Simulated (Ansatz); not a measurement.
FGaGeHO (SMILES [F][GeH][O][Ga]) (doublet)

```xyz
5

F    -1.3560   -1.1531   -2.0286
Ga   -2.8518    1.4580    0.2623
Ge   -0.6404    0.4549   -2.1781
O    -1.5047    1.4265   -0.9846
H     0.8611    0.2762   -1.7208
```

Geometry: B3LYP-D3(BJ)/def2-SVP.

All numbers below come from isolated molecule in a Gaussian basis; Kohn-Sham density functional theory, functional PBE0 in Ansatz.

Predict the electron density, electron localisation function and spin density between the atoms.

Ge–O (1.76 Å): ρ is about 1 e/Å³ halfway; the ELF peaks at about 0.80 in the valence shell of O, 0.6 Å from its nucleus, and is about 0.35 at the midpoint.
Ge–F (1.77 Å): the density is about 0.9 e/Å³ at the midpoint; the ELF peaks at about 0.80 in the valence shell of F, 0.6 Å from its nucleus, and is about 0.20 at the midpoint.
Ga–O (1.84 Å): the density is about 0.78 e/Å³ at the midpoint; the ELF peaks at about 0.85 in the valence shell of O, 0.6 Å from its nucleus, and is about 0.20 at the midpoint.
The unpaired spin (1 electron) lies mostly on Ge3 (about 0.7), H5 (about 0.1) and O4 (about 0.1), in electrons by Hirshfeld's partition.

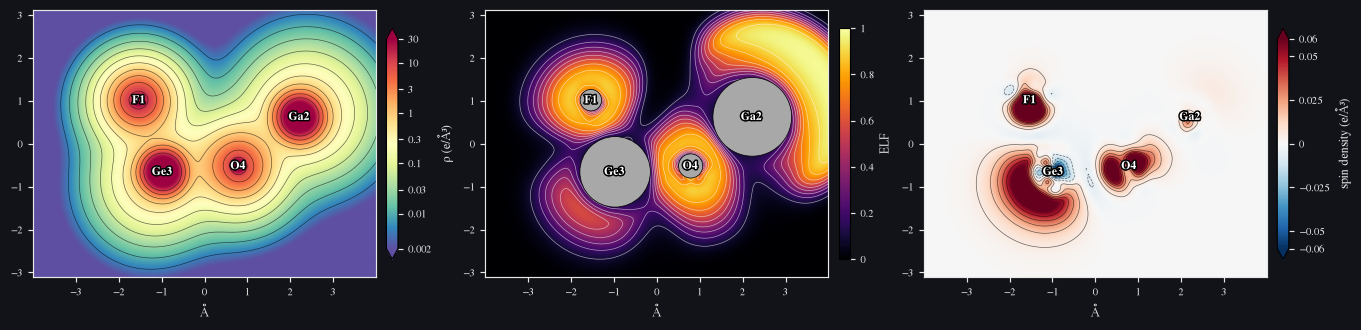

Computed electron density, electron localisation function and spin density on the plane of atoms Ga2, O4 and Ge3, in this order. Grey discs cover the atomic cores in the ELF map. 
